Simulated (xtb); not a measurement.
**Run report: CHAlClNO, polarizability calculation**

The run: polarizability calculation of CHAlClNO, SMILES O=C=[N][AlH][Cl]. Method and program: PTB (xtb 6.7.1 later snapshot).

The geometry comes from this level: PBE0-D4/def2-TZVP.

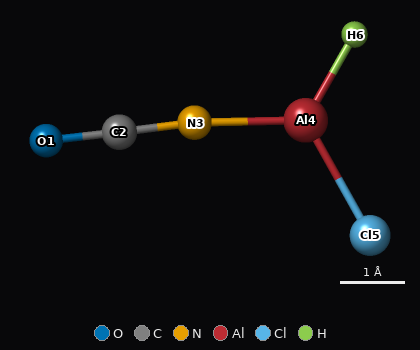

**Figure 1.** The input geometry (ball-and-stick view, seen on its broad side; atoms are numbered from 1 in the order of the input). Sticks mark near contacts. Bond lengths as drawn: Al–Cl 2.08 Å, Al–H 1.56 Å, Al–N 1.76 Å, C–N 1.20 Å and C–O 1.16 Å.

Summary:

```json
{"quantity": "outcome", "value": "converged"}
{"quantity": "electrons treated", "value": "26"}
{"quantity": "HOMO", "value": "−10.84 eV"}
{"quantity": "LUMO", "value": "1.54 eV"}
{"quantity": "dipole moment", "value": "2.08 D"}
{"quantity": "hardware", "value": "1 thread of Arm Neoverse V2, 24 GiB of memory available, shared host"}
{"quantity": "peak memory", "value": "0.073 GiB"}
```

The input (geom.xyz):
```
6

O     -0.59360000    -1.77880000    -2.27140000
C     -0.42420000    -1.08660000    -1.35160000
N     -0.26400000    -0.37690000    -0.40160000
Al     0.14690000     0.68650000     0.93440000
Cl     2.09020000     1.43180000     1.02530000
H     -0.91330000     1.06010000     2.01870000
```

File .CHRG:
```
0
```

File .UHF:
```
0
```

Launched with:
```bash
xtb geom.xyz --ptb --alpha --parallel 1 > run.log
```

The program's output:
```
* xtb version 6.7.1
   ID    Z sym.   atoms
    1    8 O      1
    2    6 C      2
    3    7 N      3
    4   13 Al     4
    5   17 Cl     5
    6    1 H      6

           -------------------------------------------------
          |                Calculation Setup                |
           -------------------------------------------------

          program call               : xtb geom.xyz --ptb --alpha --parallel 1
          coordinate file            : geom.xyz
          omp threads                :                     1

           -------------------------------------------------
          |                      P T B                      |
           -------------------------------------------------

                              @@@ @

          ...................................................
          :                      SETUP                      :
          :.................................................:
          :  # atomic orbitals                  70          :
          :  # shells                           28          :
          :  # electrons                        26          :
          :  # open shells                       0          :
          :  max. iterations                     2          :
          :  Hamiltonian                       PTB          :
          :  PC potential                    false          :
          :  electronic temp.          300.0000000     K    :
          :  -> integral cutoff          0.2500000E+02      :
          :  verbosity level                     2          :
          ...................................................

          --- Calculation progress: ---
              1st iteration...
              2nd iteration...
          --- Two-step SCF done. ---

           -------------------------------------------------
          |                Property Printout                |
           -------------------------------------------------

    * Orbital Energies and Occupations

         #    Occupation            Energy/Eh            Energy/eV
      -------------------------------------------------------------
         1        2.0000           -1.2344646             -33.5915
         2        2.0000           -1.0642714             -28.9603
         3        2.0000           -1.0095360             -27.4709
         4        2.0000           -0.7282669             -19.8172
         5        2.0000           -0.6209873             -16.8979
         6        2.0000           -0.5677188             -15.4484
         7        2.0000           -0.5666751             -15.4200
         8        2.0000           -0.5354375             -14.5700
         9        2.0000           -0.4784064             -13.0181
        10        2.0000           -0.4549233             -12.3791
        11        2.0000           -0.4397256             -11.9655
        12        2.0000           -0.4019196             -10.9368
        13        2.0000           -0.3982044             -10.8357 (HOMO)
        14                          0.0566469               1.5414 (LUMO)
        15                          0.1059609               2.8833
        16                          0.1355952               3.6897
        17                          0.1525500               4.1511
        18                          0.1668307               4.5397
        19                          0.2124384               5.7807
        20                          0.2295144               6.2454
        21                          0.2325329               6.3275
        22                          0.2716578               7.3922
        23                          0.3150876               8.5740
        24                          0.3681809              10.0187
       ...                                ...                  ...
        70                        479.4269617           13045.8717
      -------------------------------------------------------------
                  HL-Gap            0.4548513 Eh           12.3771 eV
             Fermi-level            0.0000000 Eh            0.0000 eV

    * Atomic partial charges (q)     Shell populations (p)
    ------------------------------------------------------------------------------------
      #  sym   q                     1          2          3          4          5
    ------------------------------------------------------------------------------------
      1  O    -0.08240               1.15170    0.39247    3.36046    1.10133    0.07644
      2  C    -0.02973               0.59383    0.21468    1.97699    0.58675    0.65748
      3  N    -0.13074               0.82470    0.33917    2.77573    1.12187    0.06928
      4  Al    0.45816               0.53353    0.17575    1.02466    0.25996    0.54794
      5  Cl   -0.12093               1.29571    0.50801    4.07152    1.22474    0.02095
      6  H    -0.09435               0.74707    0.30519    0.04209
    ------------------------------------------------------------------------------------
      total:   0.00000

Wiberg/Mayer (AO) data.
largest (>0.10) Wiberg bond orders for each atom

 ---------------------------------------------------------------------------
     #   Z sym  total        # sym  WBO       # sym  WBO       # sym  WBO
 ---------------------------------------------------------------------------
     1   8      2.258 --     2      2.015     3      0.198
     2   6      4.157 --     3      2.081     1      2.015
     3   7      3.355 --     2      2.081     4      1.042     1      0.198
     4  13      3.089 --     3      1.042     5      1.027     6      0.940
     5  17      1.100 --     4      1.027
     6   1      1.024 --     4      0.940
 ---------------------------------------------------------------------------

Topologies differ in total number of bonds
Writing topology from bond orders to xtbtopo.mol

 --------------------------------------
    Molecular dipole moment (a.u.)
    X        Y        Z
 --------------------------------------
   -0.1859   0.4055   0.6840
 --------------------------------------
    Total dipole moment (a.u. / Debye):
    0.8166   2.0757

 --------------------------------------
    Molecular quadrupole tensor: (a.u.)
         X         Y         Z
    X   -0.6525
    Y   -7.6103    1.7423
    Z   -4.8268  -10.5473   -1.0898

 --------------------------------------
    Numerical polarizability tensor: (a.u.)
         X         Y         Z
    X   46.7104    8.3955    4.0354
    Y    8.3955   43.2633   13.6889
    Z    4.0354   13.6889   48.7143
 --------------------------------------
    Total isotropic dipole polarizability (a.u. / Å³):
   46.2294   6.8505

------------------------------------------------------------------------
------------------------------------------------------------------------
 total:
 *  cpu-time:     0 d,  0 h,  0 min,  0.018 sec
 * ratio c/w:     0.998 speedup
 SCF:
 *  cpu-time:     0 d,  0 h,  0 min,  0.017 sec
 * ratio c/w:     0.998 speedup
```

Standard error:
```
normal termination of xtb
```
